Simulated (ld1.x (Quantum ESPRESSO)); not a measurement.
## Br: pseudopotential generation (part 2 of 2)

Continued. System: bromine (Br, Z = 35), core [Ar], reference valence 3d10 4s1.75 4p5.25, valence charge 17. Method: TM potential, PBE, scalar-relativistic, made with ld1.x (Quantum ESPRESSO) 7.5.

## Output of the test run (extracts), continued
```
     ---------------------- End of pseudopotential test ----------------------

     ---------------------- Testing the pseudopotential ----------------------

     Br
     scalar relativistic calculation

     atomic number is 35.00   valence charge is 17.00
     dft =PBE   lsd =0 sic =0 latt =0  beta=0.20 tr2=1.0E-14
     mesh =1213 r(mesh) =  98.95369 xmin = -7.00 dx = 0.01250

     n l     nl             e AE (Ry)        e PS (Ry)    De AE-PS (Ry)
     3 2     3D   1(10.00)       -5.84170       -5.83475       -0.00695  !
     1 0     4S   1( 1.00)       -2.29409       -2.29155       -0.00254
     2 1     4P   1( 5.00)       -1.33246       -1.33084       -0.00162

     eps = 6.0E-15  iter = 13

     Etot =   -5210.951055 Ry,   -2605.475528 Ha,  -70898.600937 eV
     Etotps =  -331.710801 Ry,    -165.855401 Ha,   -4513.155368 eV
     dEtot_ae =       1.652501 Ry
     dEtot_ps =       1.651722 Ry,   Delta E=       0.000779 Ry

     Ekin =     411.065524 Ry,     205.532762 Ha,    5592.831375 eV
     Encl =    -704.435050 Ry,    -352.217525 Ha,   -9584.327116 eV
     Ehrt =     244.997241 Ry,     122.498620 Ha,    3333.357272 eV
     Ecxc =     -66.814355 Ry,     -33.407178 Ha,    -909.055614 eV
     (Ecc =     -24.639423 Ry,     -12.319711 Ha,    -335.236425 eV)
     Epseu=    -216.524161 Ry,    -108.262080 Ha,   -2945.961284 eV

     ---------------------- End of pseudopotential test ----------------------

     ---------------------- Testing the pseudopotential ----------------------

     Br
     scalar relativistic calculation

     atomic number is 35.00   valence charge is 17.00
     dft =PBE   lsd =0 sic =0 latt =0  beta=0.20 tr2=1.0E-14
     mesh =1213 r(mesh) =  98.95369 xmin = -7.00 dx = 0.01250

     n l     nl             e AE (Ry)        e PS (Ry)    De AE-PS (Ry)
     3 2     3D   1(10.00)       -4.68571       -4.68579        0.00008
     1 0     4S   1( 2.00)       -1.27532       -1.27563        0.00031
     2 1     4P   1( 5.30)       -0.38640       -0.38662        0.00022

     eps = 3.1E-15  iter =  9

     Etot =   -5212.973845 Ry,   -2606.486922 Ha,  -70926.122387 eV
     Etotps =  -333.732904 Ry,    -166.866452 Ha,   -4540.667479 eV
     dEtot_ae =      -0.370288 Ry
     dEtot_ps =      -0.370380 Ry,   Delta E=       0.000092 Ry

     Ekin =     410.266023 Ry,     205.133011 Ha,    5581.953603 eV
     Encl =    -724.071660 Ry,    -362.035830 Ha,   -9851.496803 eV
     Ehrt =     263.135727 Ry,     131.567863 Ha,    3580.143946 eV
     Ecxc =     -67.738390 Ry,     -33.869195 Ha,    -921.627742 eV
     (Ecc =     -24.639423 Ry,     -12.319711 Ha,    -335.236425 eV)
     Epseu=    -215.324604 Ry,    -107.662302 Ha,   -2929.640483 eV

     ---------------------- End of pseudopotential test ----------------------
```

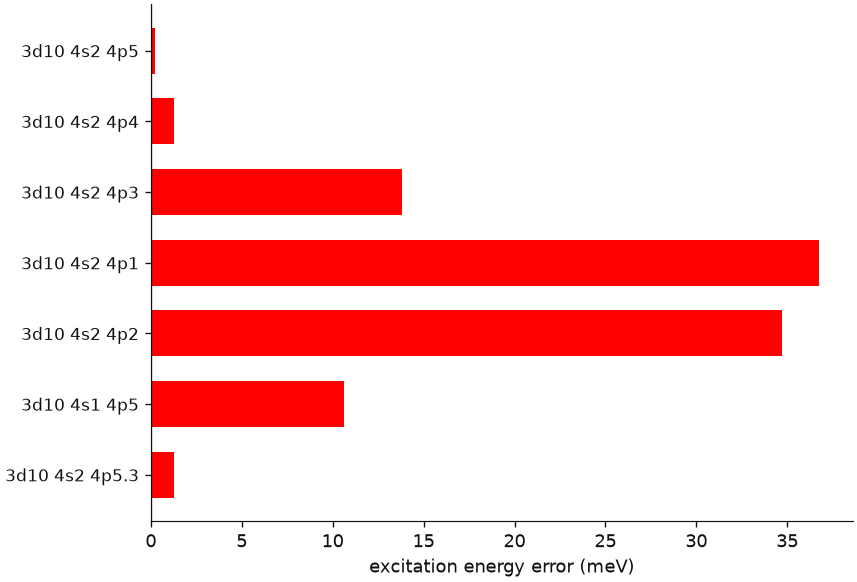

Fig. 2: Errors, all-electron minus pseudo, of the energies of valence configurations relative to the unpolarised reference 3d10 4s1.75 4p5.25.

- Worst configuration: 3d10 4s2 4p1 (charge +4): the error is +37 meV on an all-electron energy of +112.25 eV relative to the reference, or 0.033 %.
- Configurations within 10 meV and within 50 meV: 3 and 7 of 7.
- Errors in meV: 3d10 4s2 4p5: +0.2; 3d10 4s2 4p4: +1.3; 3d10 4s2 4p3: +14; 3d10 4s2 4p1: +37; 3d10 4s2 4p2: +35; 3d10 4s1 4p5: +11; 3d10 4s2 4p5.3: +1.3. The potential isn't sound: its ghost test gives ghost state below the valence levels: s at -84.0 eV.

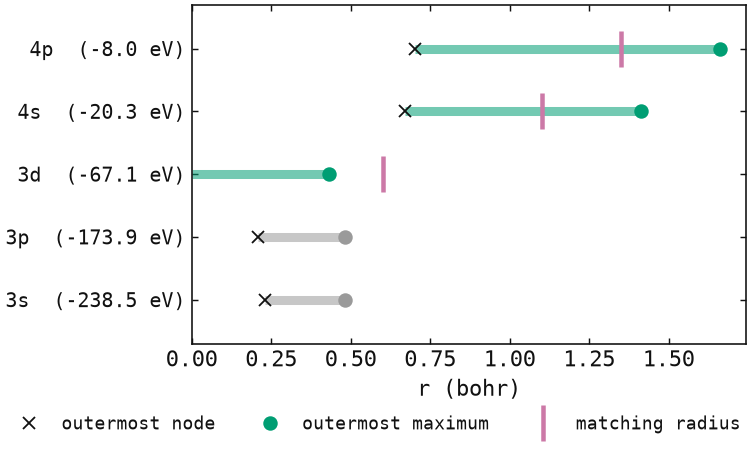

Fig. 3: Outer shells of the all-electron reference atom: each bar runs from the outermost node (or the nucleus) to the outermost maximum of u(r); the tick is the radius chosen for the pseudo-wave. Shells without a tick have no pseudo-wave of their own. Levels, nodes and maxima are from ld1.x, scalar-relativistic.

- Radii against the shells: 3d: 0.60 bohr, outside the maximum; 4s: 1.10 bohr, between node and maximum; 4p: 1.35 bohr, between node and maximum.

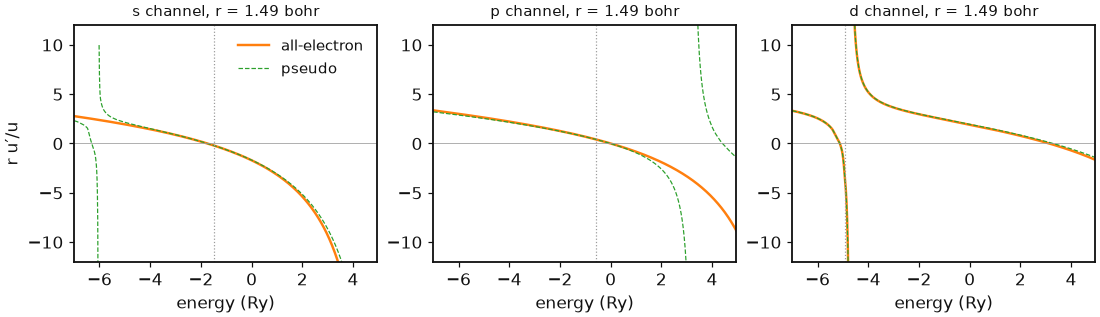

Fig. 4: Logarithmic derivatives r u′/u at the test radius against energy, all-electron atom (solid) and pseudo-atom (dashed). Here u = r R(r). The dotted line marks the reference energy of the channel.

- Poles, where the radial function vanishes at the test radius: s: all-electron at no energy in the range, pseudo at -6.1 Ry; p: all-electron at no energy in the range, pseudo at 3.2 Ry; d: all-electron at -4.7 Ry, pseudo at -4.7 Ry.
- Zeros of the logarithmic derivative: s: all-electron -1.7 Ry, pseudo -6.3 and -1.7 Ry; p: all-electron 0.0 Ry, pseudo -0.0 and 4.4 Ry; d: all-electron -5.1 and 3.1 Ry, pseudo -5.1 and 3.3 Ry.

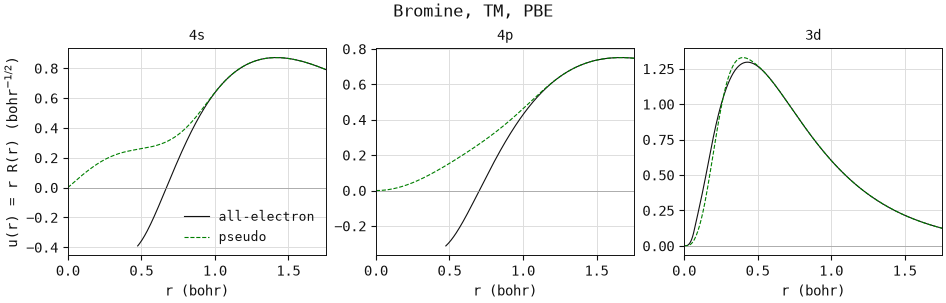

Fig. 5: Pseudo-waves (dashed) against the all-electron radial functions (solid). The innermost oscillations of some all-electron curves aren't drawn. Reference configuration 3d10 4s1.75 4p5.25.

- Matching radii: 4s at 1.10 bohr; 4p at 1.35 bohr; 3d at 0.60 bohr. The curves merge smoothly, so the plot gives these only roughly.
- Nodes of the pseudo-waves: 4s has no node; 4p has no node; 3d has no node.

## Input file
```
 &input
   title='Br', zed=35., rel=1, dft='PBE', iswitch=3,
   config='[Ar] 3d10 4s1.75 4p5.25',
   nld=3, rlderiv=1.50, eminld=-7.0, emaxld=5.0, deld=0.02
 /
 &inputp
   pseudotype=2, tm=.true., lloc=-1, rcloc=1.00,
   nlcc=.true., rcore=0.50,
   file_pseudopw='Br.UPF', file_wfcaegen='ae.wfc', file_wfcncgen='nc.wfc', file_beta='beta', file_chi='chi'
 /
3
4S  1  0   1.75   0.00  1.10  1.10  0.0
4P  2  1   5.25   0.00  1.35  1.35  0.0
3D  3  2  10.00   0.00  0.60  0.60  0.0
 &test
   configts(1)='3d10 4s1.75 4p5.25'
 /
```

## Input of the test run
```
 &input
   title='Br', zed=35., rel=1, dft='PBE', iswitch=2,
   config='[Ar] 3d10 4s1.75 4p5.25'
 /
 &test
   file_pseudo='Br.UPF', nconf=8,
   configts(1)='3d10 4s1.75 4p5.25',
   configts(2)='3d10 4s2 4p5',
   configts(3)='3d10 4s2 4p4',
   configts(4)='3d10 4s2 4p3',
   configts(5)='3d10 4s2 4p1',
   configts(6)='3d10 4s2 4p2',
   configts(7)='3d10 4s1 4p5',
   configts(8)='3d10 4s2 4p5.3'
 /
```

Launched with:
```bash
ld1.x < Br.in > Br.out
```

## Summary

- outcome: generated, with a ghost state; 3d isn't converged at 400 Ry in the Bessel test
- ghost test: ghost state below the valence levels: s at -84.0 eV (spherical-Bessel basis up to 400 Ry, 20 bohr box)
- largest excitation error: +37 meV (all-electron minus pseudo) for 3d10 4s2 4p1, out of 7 test configurations
- range over which the phases arctan(r u′/u) at the test radius agree within 0.05 rad (a looser test near the poles than one of phase shifts): s: from about -5.2 Ry upwards; p: up to about 0.8 Ry; d: up to about 2.1 Ry
- hardware: 1 CPU thread, shared host
- wall time: 4.5 s

## Remarks

The potential has a bound ghost state, so it can't be used as it stands. In the spherical-Bessel test 3d stands at −4.877 Ry at the top cutoff of 400 Ry, still falling, against −4.933 Ry all-electron. So the potential is too hard for plane waves up to 400 Ry. No cutoff can be given, and the d channel can't be judged for ghost states.
